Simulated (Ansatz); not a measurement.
Partial pair distribution functions of a relaxed model of amorphous Al28O43Zn, broadened by 0.06 Å; density 3.18 g/cm³. These are PBE, scalar-relativistic without spin-orbit coupling (plane waves to 420 eV, PAW; Ansatz, a first-principles code) values and carry that method's errors.

A CHGNet melt-quench gave the starting glass, which DFT then relaxed. O atoms were pushed apart under 1.9 Å during the dynamics, to hinder bonds among them. The hot cell started wider than the set density and was brought back towards it in steps. It is the lowest in DFT energy of 2 quenches. It is a model cell: composition and starting density were chosen by hand, and all elements were melted together. No dispersion term was used. Its density started from a set value of 3.17 and ended at 3.18 g/cm³. The simulated quench (nominally 340 K/ps over its main leg) is rapid and tends to freeze in more defects than a deposited or slowly cooled glass has. A cell of this size samples the disorder only roughly. Volume and shape were free in the relaxation.

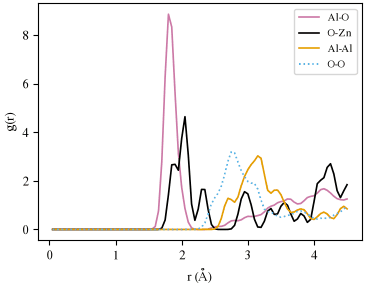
Figure: Partial pair distribution functions

Highest peaks under 4.5 Å: Al-O near 1.80 Å, O-Zn near 2.05 Å, Al-Al near 3.15 Å, O-O near 2.75 Å; pairs of few atoms are noisy.

Within 2.20 Å each Al has 4.50 O neighbours on average.
